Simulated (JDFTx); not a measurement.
Hf(0001) slab cut from bulk Hf (space group P6_3/mmc, indices of the conventional cell, lattice of the Materials Project entry mp-103, not re-optimised): 4 atoms in 4 planes, a 1x1 cell of 8.83 Å² (|a| = 3.192, |b| = 3.192 Å), 7.4 Å between the outermost planes, cell height 23.6 Å, 8×8×1 k mesh, Fermi smearing 0.01 Ha, no spin polarisation.

Computed with a modified build of JDFTx: PBE, GBRV ultrasoft potentials, plane waves to 20/100 Ha. Liquid on both sides: CANDLE, water, 0.5 M KF; nuclei fixed. U vs SHE = −μ/e − 4.44 V throughout (conventional absolute potential of the hydrogen electrode).

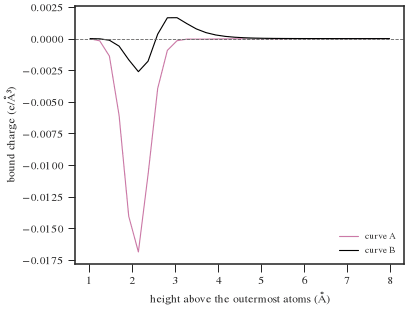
Figure: Plane-averaged bound charge of the liquid for two states of the electrode

Task: One curve is the neutral slab. Which, and what is the sign of the other's charge?

Result: Curve B is neutral (potential of zero charge, -0.55 V). Curve A is positively charged, 19.8 μC/cm² at -0.05 V.
